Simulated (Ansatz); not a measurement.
# TaHCl₄F: geometry relaxation (part 2 of 2)

Continued. System: TaHCl₄F, multiplicity 2. Method: UKS PBE/def2-SVP (Ansatz 0.2.0). It belongs to a series of runs on one base structure; here: end point B relaxed.

Geometry of the input (Å):
```
Ta -0.5145  0.0001  0.0000
F  2.6179  -0.0018  0.0000
Cl 0.3086  0.0001  2.1591
Cl 0.3086  0.0001  -2.1591
Cl -1.5795  2.0437  -0.0000
Cl -1.5795  -2.0435  -0.0000
H  3.5484  0.0014  -0.0000
```

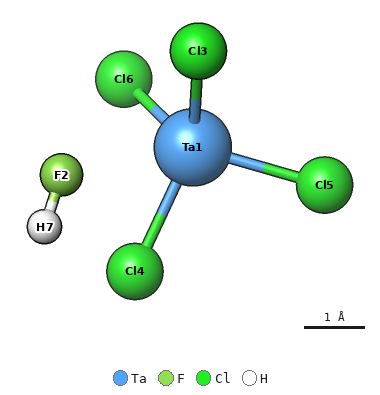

Fig. 1: The geometry at step 18 of the log (ball-and-stick view, seen at a tilt; atoms are numbered from 1 in the order of the input).

Trajectory as extended XYZ, continued:
```
7
Properties=species:S:1:pos:R:3:forces:R:3 step=4 energy=-54341.69197
Ta   -0.6172    0.0004    0.0000    0.0064  -0.0006   0.0003
F     2.7397   -0.0099    0.0010    0.0142  -0.0010   0.0003
Cl    0.2696    0.0006    2.1298   -0.0026   0.0003  -0.0051
Cl    0.2697    0.0006   -2.1297   -0.0023   0.0003   0.0049
Cl   -1.6129    2.0812   -0.0001   -0.0007   0.0031   0.0000
Cl   -1.6129   -2.0804   -0.0001   -0.0005  -0.0027   0.0000
H     3.6740    0.0076   -0.0009   -0.0144   0.0006  -0.0003
7
Properties=species:S:1:pos:R:3:forces:R:3 step=5 energy=-54341.69200
Ta   -0.6169    0.0007    0.0000    0.0005  -0.0014   0.0009
F     2.7394   -0.0186    0.0028    0.0124  -0.0019   0.0007
Cl    0.2691    0.0011    2.1297   -0.0004   0.0005  -0.0008
Cl    0.2696    0.0011   -2.1296    0.0004   0.0005   0.0002
Cl   -1.6123    2.0818   -0.0001   -0.0003   0.0018  -0.0001
Cl   -1.6122   -2.0804   -0.0002    0.0001  -0.0008  -0.0001
H     3.6732    0.0143   -0.0025   -0.0126   0.0012  -0.0009
7
Properties=species:S:1:pos:R:3:forces:R:3 step=6 energy=-54341.69209
Ta   -0.6168    0.0013   -0.0001   -0.0015  -0.0026   0.0025
F     2.7399   -0.0344    0.0077    0.0300  -0.0023   0.0018
Cl    0.2685    0.0019    2.1298   -0.0002   0.0009  -0.0002
Cl    0.2699    0.0020   -2.1296    0.0019   0.0010  -0.0016
Cl   -1.6121    2.0825   -0.0004   -0.0003   0.0015  -0.0002
Cl   -1.6119   -2.0799   -0.0004    0.0005   0.0004  -0.0002
H     3.6724    0.0265   -0.0069   -0.0305   0.0010  -0.0021
7
Properties=species:S:1:pos:R:3:forces:R:3 step=7 energy=-54341.69239
Ta   -0.6163    0.0024   -0.0004   -0.0037  -0.0046   0.0069
F     2.7415   -0.0634    0.0212    0.1075   0.0051   0.0014
Cl    0.2672    0.0035    2.1302   -0.0008   0.0017  -0.0005
Cl    0.2710    0.0037   -2.1295    0.0051   0.0019  -0.0043
Cl   -1.6118    2.0836   -0.0011   -0.0003   0.0018  -0.0006
Cl   -1.6114   -2.0788   -0.0012    0.0012   0.0016  -0.0006
H     3.6699    0.0490   -0.0192   -0.1091  -0.0075  -0.0023
7
Properties=species:S:1:pos:R:3:forces:R:3 step=8 energy=-54341.64164 accepted=F
Ta   -0.6144    0.0074   -0.0017    0.0034  -0.0113   0.0349
F     2.7515   -0.1936    0.0988    2.0293   0.7521  -0.4037
Cl    0.2609    0.0107    2.1319   -0.0093   0.0054  -0.0043
Cl    0.2786    0.0118   -2.1286    0.0200   0.0073  -0.0187
Cl   -1.6103    2.0887   -0.0050   -0.0014   0.0015  -0.0025
Cl   -1.6087   -2.0741   -0.0059    0.0040   0.0054  -0.0029
H     3.6525    0.1491   -0.0895   -2.0460  -0.7605   0.3973
7
Properties=species:S:1:pos:R:3:forces:R:3 step=9 energy=-54341.69523
Ta   -0.6143    0.0056    0.0010    0.0063   0.0015   0.0098
F     2.7456   -0.1098    0.0812    0.1632   0.0195  -0.0031
Cl    0.2585    0.0119    2.1354   -0.0072   0.0018  -0.0024
Cl    0.2886    0.0136   -2.1228    0.0043   0.0025  -0.0022
Cl   -1.6166    2.0837   -0.0050   -0.0011  -0.0006  -0.0021
Cl   -1.6015   -2.0791   -0.0060    0.0017   0.0000  -0.0029
H     3.6497    0.0740   -0.0837   -0.1672  -0.0249   0.0029
7
Properties=species:S:1:pos:R:3:forces:R:3 step=10 energy=-54341.68521 accepted=F
Ta   -0.6116    0.0090    0.0014    0.0210   0.0053   0.0295
F     2.7580   -0.1588    0.1657    1.1804   0.3418  -0.4169
Cl    0.2497    0.0191    2.1399   -0.0182   0.0025  -0.0076
Cl    0.3058    0.0230   -2.1173    0.0127   0.0048  -0.0061
Cl   -1.6202    2.0843   -0.0098   -0.0014  -0.0046  -0.0042
Cl   -1.5920   -2.0787   -0.0125    0.0033   0.0004  -0.0053
H     3.6203    0.1023   -0.1673   -1.1979  -0.3502   0.4106
7
Properties=species:S:1:pos:R:3:forces:R:3 step=11 energy=-54341.69824
Ta   -0.6049    0.0067    0.0020   -0.0027   0.0029   0.0149
F     2.7378   -0.1192    0.1191    0.1637   0.0209  -0.0062
Cl    0.2558    0.0142    2.1409   -0.0082   0.0020   0.0001
Cl    0.3014    0.0174   -2.1210    0.0106   0.0033  -0.0072
Cl   -1.6115    2.0828   -0.0075   -0.0004  -0.0005  -0.0027
Cl   -1.5903   -2.0787   -0.0096    0.0032  -0.0011  -0.0038
H     3.6216    0.0768   -0.1240   -0.1661  -0.0274   0.0049
7
Properties=species:S:1:pos:R:3:forces:R:3 step=12 energy=-54341.70199
Ta   -0.6031    0.0081    0.0033    0.0059   0.0021   0.0175
F     2.7469   -0.1303    0.1609    0.2823   0.0548  -0.0627
Cl    0.2484    0.0166    2.1456   -0.0113   0.0023  -0.0040
Cl    0.3112    0.0211   -2.1174    0.0143   0.0041  -0.0023
Cl   -1.6111    2.0833   -0.0104   -0.0021  -0.0016  -0.0031
Cl   -1.5839   -2.0795   -0.0136    0.0033   0.0006  -0.0044
H     3.6016    0.0807   -0.1683   -0.2923  -0.0622   0.0590
7
Properties=species:S:1:pos:R:3:forces:R:3 step=13 energy=-54341.70750
Ta   -0.5958    0.0100    0.0052   -0.0086   0.0020   0.0315
F     2.7637   -0.1480    0.2168    0.4620   0.1232  -0.2105
Cl    0.2399    0.0198    2.1529   -0.0105   0.0031  -0.0008
Cl    0.3296    0.0263   -2.1114    0.0284   0.0055  -0.0112
Cl   -1.6121    2.0811   -0.0148    0.0023  -0.0040  -0.0043
Cl   -1.5774   -2.0773   -0.0192    0.0098   0.0023  -0.0059
H     3.5620    0.0880   -0.2294   -0.4833  -0.1321   0.2011
7
Properties=species:S:1:pos:R:3:forces:R:3 step=14 energy=-54341.72181
Ta   -0.5781    0.0406    0.0139    0.0122  -0.0031  -0.0264
F     2.7621   -0.2269    0.2446    0.1668   0.0341  -0.0682
Cl    0.2181    0.0859    2.1763   -0.0023   0.0175  -0.0168
Cl    0.3625    0.1027   -2.1021    0.0089   0.0089   0.0590
Cl   -1.6836    2.0649   -0.0237   -0.0019  -0.0169   0.0008
Cl   -1.4655   -2.0892   -0.0227    0.0223   0.0165  -0.0105
H     3.4947    0.0219   -0.2864   -0.2061  -0.0570   0.0621
7
Properties=species:S:1:pos:R:3:forces:R:3 step=15 energy=-54341.72297
Ta   -0.5741    0.0411    0.0143    0.0070  -0.0017  -0.0228
F     2.7580   -0.2295    0.2477    0.1644   0.0334  -0.0682
Cl    0.2188    0.0873    2.1778   -0.0022   0.0175  -0.0155
Cl    0.3667    0.1041   -2.1016    0.0114   0.0095   0.0553
Cl   -1.6823    2.0638   -0.0241   -0.0013  -0.0167   0.0003
Cl   -1.4612   -2.0888   -0.0232    0.0236   0.0152  -0.0106
H     3.4840    0.0220   -0.2910   -0.2029  -0.0572   0.0614
7
Properties=species:S:1:pos:R:3:forces:R:3 step=16 energy=-54341.72163 accepted=F
Ta   -0.5701    0.0571    0.0276    0.1659  -0.0177   0.0221
F     2.7605   -0.2817    0.3206    0.9194   0.4062  -1.1333
Cl    0.2126    0.1317    2.1938   -0.0603   0.0088  -0.0387
Cl    0.4482    0.1455   -2.0543   -0.0121   0.0247   0.0430
Cl   -1.7011    2.0640   -0.0355   -0.0421  -0.0060  -0.0106
Cl   -1.3739   -2.1052   -0.0433    0.0050   0.0241   0.0045
H     3.3338   -0.0115   -0.4089   -0.9757  -0.4400   1.1130
7
Properties=species:S:1:pos:R:3:forces:R:3 step=17 energy=-54341.73503
Ta   -0.5471    0.0554    0.0222   -0.0033   0.0091  -0.0118
F     2.7306   -0.2732    0.2642    0.2526   0.0670  -0.1633
Cl    0.2111    0.1211    2.1976    0.0003   0.0235  -0.0133
Cl    0.4082    0.1433   -2.0873    0.0204   0.0130   0.0390
Cl   -1.7033    2.0502   -0.0327   -0.0046  -0.0179   0.0027
Cl   -1.3930   -2.0908   -0.0269    0.0321   0.0078  -0.0118
H     3.4035   -0.0060   -0.3372   -0.2976  -0.1026   0.1583
7
Properties=species:S:1:pos:R:3:forces:R:3 step=18 energy=-54341.74729
Ta   -0.5337    0.0646    0.0250   -0.0238   0.0101   0.0354
F     2.7498   -0.3050    0.3053    0.3428   0.1398  -0.3842
Cl    0.2069    0.1473    2.2045    0.0000   0.0179  -0.0057
Cl    0.4398    0.1670   -2.0749    0.0470   0.0228   0.0059
Cl   -1.7226    2.0397   -0.0347   -0.0018  -0.0223  -0.0095
Cl   -1.3562   -2.0905   -0.0355    0.0423   0.0113  -0.0065
H     3.3259   -0.0231   -0.3898   -0.4066  -0.1795   0.3646
7
Properties=species:S:1:pos:R:3:forces:R:3 step=19 energy=-54341.76704
Ta   -0.5252    0.0815    0.0366    0.0629   0.0021   0.0529
F     2.7548   -0.3543    0.3342    0.3588   0.2141  -0.6417
Cl    0.2114    0.1854    2.2163   -0.0447   0.0257  -0.0274
Cl    0.5047    0.2137   -2.0382    0.0302   0.0249   0.0128
Cl   -1.7543    2.0306   -0.0517   -0.0074  -0.0409  -0.0020
Cl   -1.2801   -2.0987   -0.0445    0.0418   0.0350  -0.0033
H     3.1988   -0.0582   -0.4526   -0.4417  -0.2609   0.6087
7
Properties=species:S:1:pos:R:3:forces:R:3 step=20 energy=-54341.81223
Ta   -0.4838    0.1400    0.0395    0.0703   0.0159   0.0284
F     2.6978   -0.5024    0.3357    0.2096   0.1637  -0.5366
Cl    0.2252    0.3197    2.2233   -0.0421   0.0375  -0.0224
Cl    0.5360    0.3698   -2.0368    0.0255   0.0274   0.0529
Cl   -1.8980    1.9614   -0.0550    0.0291  -0.0849  -0.0055
Cl   -1.0803   -2.0898   -0.0460    0.0643   0.0542  -0.0025
H     3.1131   -0.1986   -0.4607   -0.3566  -0.2139   0.4858
7
Properties=species:S:1:pos:R:3:forces:R:3 step=21 energy=-54341.87250
Ta   -0.3911    0.1581    0.0619   -0.0781   0.0671   0.1160
F     2.5952   -0.5700    0.3059    0.1020   0.1675  -0.5087
Cl    0.1998    0.3972    2.2750    0.0221   0.0104  -0.0068
Cl    0.6358    0.4323   -2.0045    0.1038   0.0677  -0.0537
Cl   -1.9041    1.8980   -0.0673    0.0671  -0.1196  -0.0345
Cl   -0.9550   -2.0787   -0.0530    0.0932   0.0323   0.0190
H     2.9295   -0.2369   -0.5179   -0.3102  -0.2254   0.4687
7
Properties=species:S:1:pos:R:3:forces:R:3 step=22 energy=-54341.94670
Ta   -0.3332    0.1846    0.0829    0.1246  -0.0172   0.0651
F     2.4629   -0.6266    0.2842   -0.0459   0.0548  -0.2046
Cl    0.2346    0.4286    2.2999   -0.0385   0.0827   0.0136
Cl    0.7322    0.5223   -1.9665    0.0746   0.0453  -0.0463
Cl   -1.9158    1.8471   -0.1190    0.0144  -0.0798   0.0307
Cl   -0.8110   -2.0729   -0.0298    0.0545   0.0200  -0.0247
H     2.7403   -0.2831   -0.5517   -0.1837  -0.1059   0.1662
7
Properties=species:S:1:pos:R:3:forces:R:3 step=23 energy=-54342.03143
Ta   -0.1824    0.1859    0.1005   -0.2249   0.2324   0.1735
F     2.2954   -0.6654    0.2619   -0.1722  -0.0452   0.0398
Cl    0.2056    0.5494    2.3468    0.1155  -0.0489  -0.0498
Cl    0.8332    0.5891   -1.9786    0.0984   0.0918  -0.0295
Cl   -1.8919    1.7385   -0.0811    0.1610  -0.2173  -0.1019
Cl   -0.7021   -2.0630   -0.0624    0.0924  -0.0026   0.0322
H     2.5523   -0.3346   -0.5871   -0.0702  -0.0102  -0.0643
7
Properties=species:S:1:pos:R:3:forces:R:3 step=24 energy=-54342.07978
Ta   -0.1119    0.2158    0.1329   -0.2676   0.0786   0.0416
F     2.1054   -0.7030    0.2460    0.1385  -0.1318   0.1599
Cl    0.2987    0.5705    2.3794   -0.0226   0.0558  -0.0846
Cl    0.9062    0.6869   -1.9530    0.0671   0.0533   0.0238
Cl   -1.9025    1.6499   -0.1621    0.1142  -0.1172   0.0413
Cl   -0.5966   -2.0442   -0.0500   -0.0189   0.0134   0.0028
H     2.4107   -0.3758   -0.5931   -0.0106   0.0478  -0.1848
7
Properties=species:S:1:pos:R:3:forces:R:3 step=25 energy=-54342.08361
Ta   -0.1268    0.2120    0.1375    0.1947   0.0745   0.0076
F     2.1400   -0.7435    0.2447    0.1058   0.0921  -0.5644
Cl    0.2850    0.6907    2.3552   -0.0053  -0.0492  -0.0417
Cl    0.9997    0.8197   -1.8690   -0.1035  -0.0756   0.0872
Cl   -1.9593    1.5765   -0.1440   -0.0205  -0.0092  -0.0582
Cl   -0.5756   -2.0546   -0.0543   -0.0555   0.0089   0.0001
H     2.3470   -0.5007   -0.6701   -0.1156  -0.0415   0.5694
7
Properties=species:S:1:pos:R:3:forces:R:3 step=26 energy=-54342.08917
Ta   -0.1133    0.2080    0.1438    0.0160  -0.1281   0.0259
F     2.1319   -0.8035    0.2141    0.2043   0.4499  -0.7459
Cl    0.2954    0.6675    2.3639    0.0157   0.0017  -0.0110
Cl    0.9700    0.7800   -1.8857    0.0547   0.0046   0.0158
Cl   -1.9387    1.5776   -0.1687   -0.0006  -0.0031  -0.0088
Cl   -0.6195   -2.0475   -0.0369   -0.0344   0.0500   0.0065
H     2.3843   -0.3823   -0.6305   -0.2556  -0.3750   0.7175
7
Properties=species:S:1:pos:R:3:forces:R:3 step=27 energy=-54342.09917
Ta   -0.1086    0.1934    0.1417   -0.0184  -0.0066   0.0492
F     2.1309   -0.7773    0.2128    0.0803   0.1044  -0.2331
Cl    0.3161    0.6567    2.3586   -0.0081   0.0100  -0.0150
Cl    0.9839    0.7763   -1.8809    0.0285   0.0136  -0.0188
Cl   -1.9308    1.5666   -0.1765   -0.0125  -0.0052   0.0026
Cl   -0.6562   -2.0512   -0.0319    0.0133   0.0131  -0.0050
H     2.3746   -0.3645   -0.6237   -0.0832  -0.1292   0.2201
7
Properties=species:S:1:pos:R:3:forces:R:3 step=28 energy=-54342.09529 accepted=F
Ta   -0.1307    0.1800    0.1551    0.2598   0.0001  -0.1195
F     2.1237   -0.8125    0.2082    0.0052   0.0124  -0.0315
Cl    0.3608    0.7397    2.3325   -0.0401  -0.0174   0.0422
Cl    1.0079    0.8267   -1.8274   -0.0634  -0.0198   0.0208
Cl   -1.9659    1.5296   -0.1739   -0.0732   0.0111   0.0064
Cl   -0.6587   -2.0644   -0.0741   -0.0369   0.0216   0.0181
H     2.3731   -0.3991   -0.6204   -0.0514  -0.0079   0.0635
7
Properties=species:S:1:pos:R:3:forces:R:3 step=29 energy=-54342.10084
Ta   -0.1047    0.1988    0.1452    0.0126  -0.0346  -0.0249
F     2.1291   -0.7944    0.2148   -0.0034   0.0085  -0.0104
Cl    0.3339    0.6966    2.3504   -0.0036   0.0023   0.0091
Cl    1.0007    0.7993   -1.8682   -0.0132   0.0018   0.0296
Cl   -1.9588    1.5324   -0.1655    0.0029   0.0041  -0.0094
Cl   -0.6610   -2.0413   -0.0569    0.0025   0.0224   0.0101
H     2.3708   -0.3915   -0.6199    0.0023  -0.0046  -0.0041
7
Properties=species:S:1:pos:R:3:forces:R:3 step=30 energy=-54342.10030 accepted=F
Ta   -0.0955    0.1949    0.1452   -0.0165   0.0435   0.0174
F     2.1357   -0.8053    0.1963   -0.0227  -0.0080  -0.0002
Cl    0.3235    0.6995    2.3515    0.0151   0.0101   0.0169
Cl    1.0137    0.8300   -1.8524    0.0137  -0.0121  -0.0120
Cl   -1.9611    1.5098   -0.1794   -0.0029   0.0082  -0.0007
Cl   -0.6850   -2.0347   -0.0273    0.0127  -0.0496  -0.0200
H     2.3789   -0.3942   -0.6340    0.0007   0.0079  -0.0015
7
Properties=species:S:1:pos:R:3:forces:R:3 step=31 energy=-54342.10116
Ta   -0.1021    0.1961    0.1475   -0.0005   0.0021  -0.0010
F     2.1287   -0.7994    0.2052   -0.0011  -0.0001   0.0009
Cl    0.3290    0.6979    2.3535   -0.0004   0.0006   0.0018
Cl    1.0034    0.8112   -1.8594    0.0026   0.0003  -0.0006
Cl   -1.9559    1.5278   -0.1751    0.0000   0.0005   0.0009
Cl   -0.6644   -2.0419   -0.0447    0.0004  -0.0037   0.0004
H     2.3714   -0.3917   -0.6270   -0.0009   0.0003  -0.0023
```

Key numbers:

| quantity | value |
| --- | --- |
| outcome | converged |
| total energy | −54342.1012 eV |
| mean-field energy | −54342.1012 eV |
| ⟨S²⟩ | 0.753 |
| largest force (length of the vector) at the end | 0.004 eV/Å |
| hardware | 4 threads of Arm Neoverse V1, 24 GiB of memory available, shared host |
| wall time | 1.8 min (CPU time 7 min) |
| peak memory | 0.34 GiB |
